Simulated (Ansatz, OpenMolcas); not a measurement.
CH6GaN: a line through the functionals

CH6GaN has 9 atoms, charge 0, and is taken as a singlet. SMILES: `[CH3][GaH][NH2]`. Geometry: relaxed at PBE0-D4/def2-TZVP.

The HOMO–LUMO gap y, in eV, basis 6-31G(d); a is the functional's share of exact exchange. Programs: Ansatz 0.2.0, OpenMolcas 26.06.

```
functional     program     a  y (eV)
      TPSS  OpenMolcas     0    4.92
    revPBE      Ansatz     0    4.74
     B3LYP      Ansatz   0.2    6.31
   r2SCAN0      Ansatz  0.25    7.20
      PBE0      Ansatz  0.25       ?
     BHLYP      Ansatz   0.5    8.79
```

Question: Fit y = c + s·a to the known rows and predict PBE0.

Answer: 
1. Means of the 5 rows: a = 0.1900, y = 6.392.
2. Σ(Δa)² = 0.172, Σ(Δa·Δy) = 1.3846, so the slope is 1.3846/0.172 = 8.05.
3. Intercept: 6.392 − (8.05) × 0.1900 = 4.863. The largest residual of the fit is 0.33.
4. PBE0: 4.863 + (8.05) × 0.25 = 6.88 eV.

The run gave 6.82 eV, so the prediction is off by +0.06 eV, within the largest residual. Exact exchange lowers occupied levels and raises empty ones.

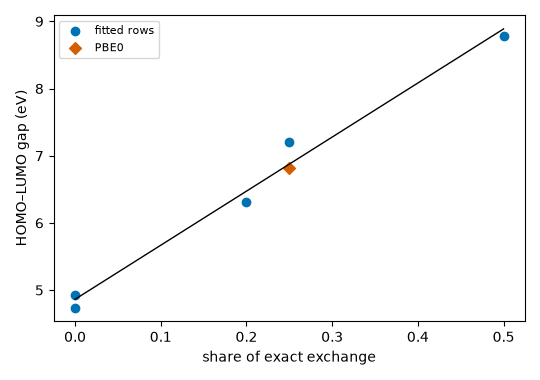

The fitted line, with the withheld row.
